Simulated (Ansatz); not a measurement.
**C3H12InN: one change and its effect**

System: C3H12InN, SMILES [CH3][In-]([CH3])([CH3])[NH3+].
Method of the first run: RKS B2PLYP (frozen core)/def2-TZVPP (Ansatz 0.2.0).

The geometry comes from this level: PBE0-D4/def2-TZVP. Text and figures count atoms from 1; the logs count them from 0 in places.

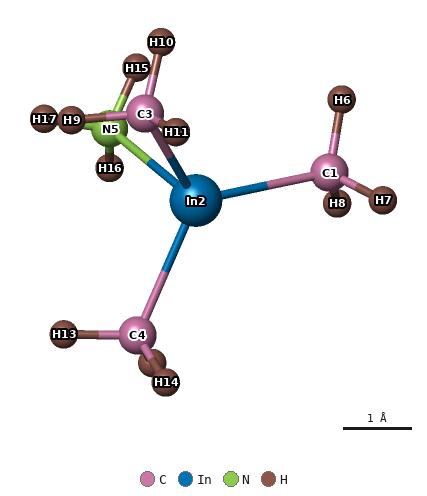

The structure (ball-and-stick view, seen at a tilt; atoms are numbered from 1 in the order of the input). Sticks mark near contacts. Bond lengths as drawn: C–H 1.09 Å, C–In 2.18 Å, H–N 1.01 Å and In–N 2.43 Å.

### Input file, the first run
```yaml
crystal:
  periodic: [false, false, false]
  atoms:
    - {symbol: C, position_ang: [-1.122148, 0.920555, -1.742358]}
    - {symbol: In, position_ang: [0.197591, -0.143555, -0.375970]}
    - {symbol: C, position_ang: [2.157121, 0.697218, 0.064909]}
    - {symbol: C, position_ang: [-0.143010, -2.264469, -0.019946]}
    - {symbol: N, position_ang: [-0.875587, 0.631507, 1.667085]}
    - {symbol: H, position_ang: [-1.060139, 2.001961, -1.596673]}
    - {symbol: H, position_ang: [-0.846263, 0.713602, -2.779359]}
    - {symbol: H, position_ang: [-2.162586, 0.612229, -1.612536]}
    - {symbol: H, position_ang: [2.581475, 0.265558, 0.974913]}
    - {symbol: H, position_ang: [2.107086, 1.782193, 0.186389]}
    - {symbol: H, position_ang: [2.854129, 0.490901, -0.751137]}
    - {symbol: H, position_ang: [-1.210241, -2.494889, 0.029335]}
    - {symbol: H, position_ang: [0.325992, -2.592654, 0.911056]}
    - {symbol: H, position_ang: [0.283738, -2.861476, -0.829750]}
    - {symbol: H, position_ang: [-1.055761, 1.627703, 1.626670]}
    - {symbol: H, position_ang: [-1.760478, 0.160228, 1.813210]}
    - {symbol: H, position_ang: [-0.290121, 0.452988, 2.474462]}
basis:
  gaussian: {orbitals: def2-TZVPP}
hamiltonian: {xc: {name: B2PLYP}}
```

Command:
```bash
ansatz run in.yaml --threads 4 --pin off --events-out ev --progress --plain --max-ram 11315MiB
```

Hardware: 4 threads of Arm Neoverse V1, 23 GiB of memory available, shared host.

### Output (the first run)
```
Functional definition: B2PLYP
  parameter a = 0.53
  parameter c = 0.27
  exchange = (1 - a)*b88_x + a*exact_x
  correlation = (1 - c)*lyp_c + c*(mp2_os + mp2_ss)
2134 factors; integrals over basis functions are off by at most 1.2e-3 eV
mean field evaluation 1: about -9939.3962 eV, gradient 8.0e1 eV
mean field evaluation 2: about -9939.4406 eV, gradient 8.0e1 eV
mean field evaluation 4: about -9953.1294 eV, gradient 3.8e0 eV
mean field evaluation 8: about -9953.1660 eV, gradient 3.2e-1 eV
mean field evaluation 16: about -9953.1662 eV, gradient 4.7e-5 eV
mean field -9953.16619684 eV, -365.7721112355 hartree, gradient 7.4e-6 eV, S^2 0.000000; 0 other end points of the search recorded, 0 dependent functions left out
8 core orbitals not correlated: weight in the atoms' cores, before any rotation towards them, 1.000 or more for the frozen orbitals, at most 0.000 for the correlated occupied ones
reference -9953.16642338 eV, -365.7721195607 hartree; 21, 21 occupied and 313, 313 virtual orbitals, 2134 factors
second order -35.59368482 eV of doubles, -0.00000000 eV of singles
Total energy: -9962.77671828 eV, -366.1252913843 hartree
```

The input of the second run differs as follows (lines with − go, lines with + come):
```diff
-hamiltonian: {xc: {name: B2PLYP}}
+hamiltonian: {xc: {name: PBE-QIDH}}
```

Predict how the results change.

The total energies belong to different methods, so their difference says nothing on which is more stable or more accurate. The functional changes from B2PLYP to PBE-QIDH.

### Output (the second run)
```
Functional definition: PBE-QIDH
  parameter a = 3^(-1/3)
  parameter c = 1/3
  exchange = (1 - a)*pbe_x + a*exact_x
  correlation = (1 - c)*pbe_c + c*(mp2_os + mp2_ss)
2134 factors; integrals over basis functions are off by at most 1.2e-3 eV
mean field evaluation 1: about -9940.7512 eV, gradient 6.5e1 eV
mean field evaluation 2: about -9940.8022 eV, gradient 6.5e1 eV
mean field evaluation 4: about -9950.0677 eV, gradient 3.0e0 eV
mean field evaluation 8: about -9950.0993 eV, gradient 2.2e-1 eV
mean field evaluation 16: about -9950.0994 eV, gradient 4.0e-5 eV
mean field -9950.09940627 eV, -365.6594087610 hartree, gradient 2.1e-6 eV, S^2 0.000000; 0 other end points of the search recorded, 0 dependent functions left out
8 core orbitals not correlated: weight in the atoms' cores, before any rotation towards them, 1.000 or more for the frozen orbitals, at most 0.000 for the correlated occupied ones
reference -9950.09942268 eV, -365.6594093637 hartree; 21, 21 occupied and 313, 313 virtual orbitals, 2134 factors
second order -33.11879461 eV of doubles, -0.00000000 eV of singles
Total energy: -9961.13902088 eV, -366.0651071148 hartree
```

### The two runs side by side

| quantity | the first run | the second run |
| --- | --- | --- |
| outcome | converged | converged |
| total energy (hartree) | −366.125291 | −366.065107 |
| basis functions | 342 | 342 |
| wall time (shared host) | 13 s | 13 s |
